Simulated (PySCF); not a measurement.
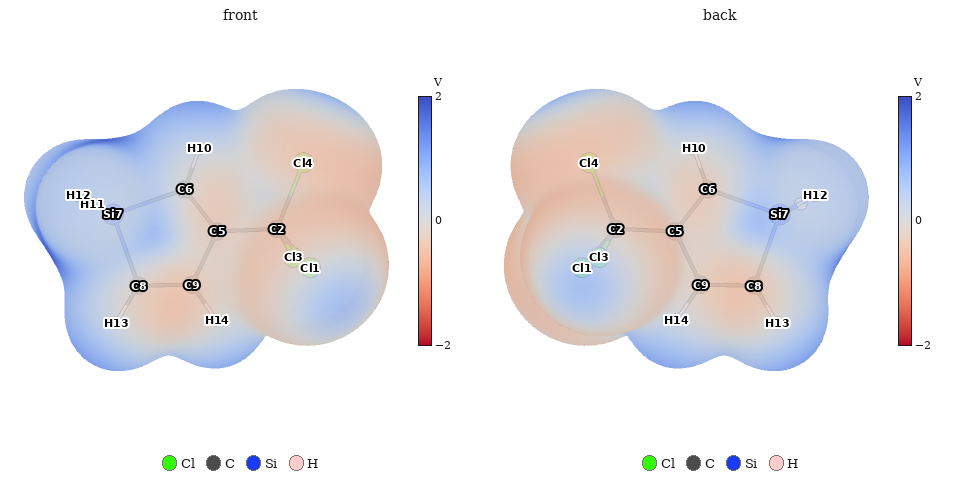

Figure 1: C$_{5}$H$_{5}$Cl$_{3}$Si (SMILES ClC(Cl)(Cl)C1=C[SiH2]C=C1). The electrostatic potential painted on the density surface at 0.002 e/bohr³, seen from the front and from behind; the colour scale runs from red (negative) to blue (positive).

Geometry: GFN2-xTB.

These are results of PBE0/pcSseg-1, SCF density, gas phase, non-relativistic in PySCF 2.14.0, not measurements.

```yaml
atoms:
  - { symbol: Cl, position_ang: [2.6675, 0.4175, 1.5581] }
  - { symbol: C, position_ang: [2.0526, -0.1078, -0.0397] }
  - { symbol: Cl, position_ang: [2.5166, -1.8213, -0.2740] }
  - { symbol: Cl, position_ang: [2.8740, 0.8515, -1.2795] }
  - { symbol: C, position_ang: [0.5677, 0.0187, -0.0716] }
  - { symbol: C, position_ang: [-0.1427, 0.7654, -0.9257] }
  - { symbol: Si, position_ang: [-1.9839, 0.5732, -0.5386] }
  - { symbol: C, position_ang: [-1.5268, -0.6033, 0.8636] }
  - { symbol: C, position_ang: [-0.1990, -0.7403, 0.9203] }
  - { symbol: H, position_ang: [0.3180, 1.3615, -1.6927] }
  - { symbol: H, position_ang: [-2.5829, 1.8271, -0.0884] }
  - { symbol: H, position_ang: [-2.7093, -0.0665, -1.6332] }
  - { symbol: H, position_ang: [-2.1797, -1.1179, 1.5475] }
  - { symbol: H, position_ang: [0.3272, -1.3583, 1.6318] }
```

**Describe the electrostatic potential map.**

The most negative region (about −0.5 V) lies over Cl1, Cl3 and Cl4, the most positive (about +1.6 V) over Si7. Cl1 shows a σ-hole: about +0.7 V at the tip opposite its bond, against about −0.3 V on its flanks. Cl3 shows a σ-hole: about +0.7 V at the tip opposite its bond, against about −0.3 V on its flanks. Cl4 shows a σ-hole: about +0.8 V at the tip opposite its bond, against about −0.2 V on its flanks.

**What dipole moment does the calculation give?**

Its dipole moment is 2.36 D.
